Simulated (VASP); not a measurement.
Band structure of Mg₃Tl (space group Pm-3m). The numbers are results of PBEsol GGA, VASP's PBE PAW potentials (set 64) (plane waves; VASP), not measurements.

Unless said otherwise, spin-orbit coupling is left out, though it shifts the bands of the heavy elements here.

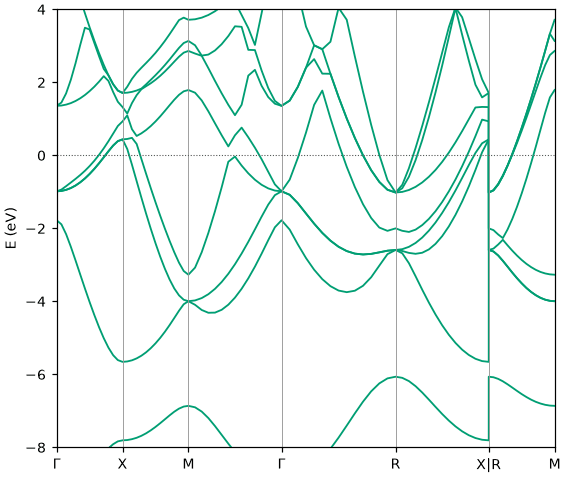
Figure. Bands along high-symmetry lines, zero at the valence-band maximum or, without a gap, the Fermi level

Problem. Read the plot: is there a gap, and where are the band edges?

Solution. It has no gap at this level: it comes out as a metal or semimetal. (Edges off the drawn lines would not show.)

The structure comes from a computed database's Mg3Tl entry (Pm-3m); how it stands against other phases isn't given here. It was relaxed first. The electron count is odd and the run is not spin-polarised, which forces a metal. VASP warned that the highest band is occupied, so more bands are needed.
